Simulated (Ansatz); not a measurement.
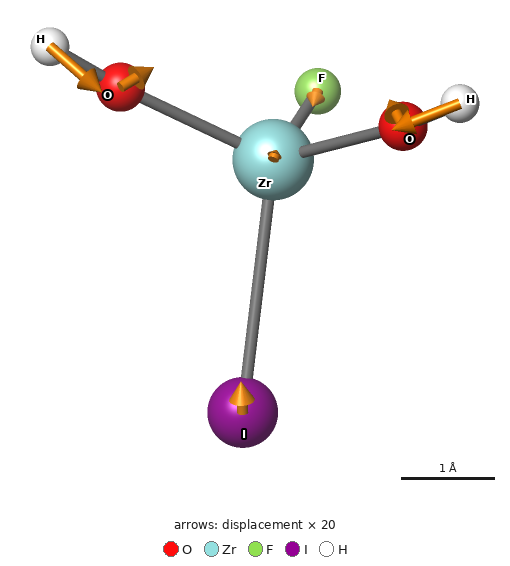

A relaxation of ZrH2O2IF. The starting structure is drawn; orange arrows show the displacements, magnified 20 times. The two geometries are superimposed by the best rigid fit.

The picture is a ball-and-stick view, seen at a tilt.

The start comes from PBE-D4/def2-SVP.

All numbers below come from RKS PBE0-D4/def2-TZVP in Ansatz 0.2.0.

The input:
```yaml
crystal:
  periodic: [false, false, false]
  atoms:
    - {symbol: O, position_ang: [0.243060, 1.135470, 1.243847]}
    - {symbol: Zr, position_ang: [-0.048373, -0.406531, 0.153516]}
    - {symbol: O, position_ang: [0.429164, -0.072326, -1.666524]}
    - {symbol: F, position_ang: [1.030208, -1.844416, 0.819059]}
    - {symbol: I, position_ang: [-2.719233, -1.090531, 0.268737]}
    - {symbol: H, position_ang: [0.428339, 1.978392, 1.679765]}
    - {symbol: H, position_ang: [0.698134, 0.231742, -2.544100]}
basis:
  gaussian: {orbitals: def2-TZVP}
hamiltonian: {xc: pbe0, dispersion: d4}
relax: {f_tol: 0.005, max_steps: 150}
```

Launched with:
```bash
ansatz run in.yaml --threads 4 --pin off --events-out ev --progress --plain --max-ram 10444MiB
```

### Which element moves most?

Hydrogen: up to 0.040 Å, against 0.023 Å for oxygen.

### What did the optimiser do to the structure, and how much energy did it gain?

The largest moves after the best rigid fit, 0.040 Å, are those of H6 and H7. Largest moves by element: H 0.040 Å, O 0.023 Å, I 0.019 Å, F 0.011 Å, Zr 0.006 Å. Near-neighbour distances that change, for instance: Zr2–F4 1.917 → 1.902 Å, O1–H6 0.967 → 0.953 Å, O1–Zr2 1.911 → 1.897 Å, Zr2–I5 2.759 → 2.748 Å. After 6 geometry steps the energy has fallen by 2.05 kJ/mol. The largest force component goes from 0.68 to 0.0048 eV/Å.
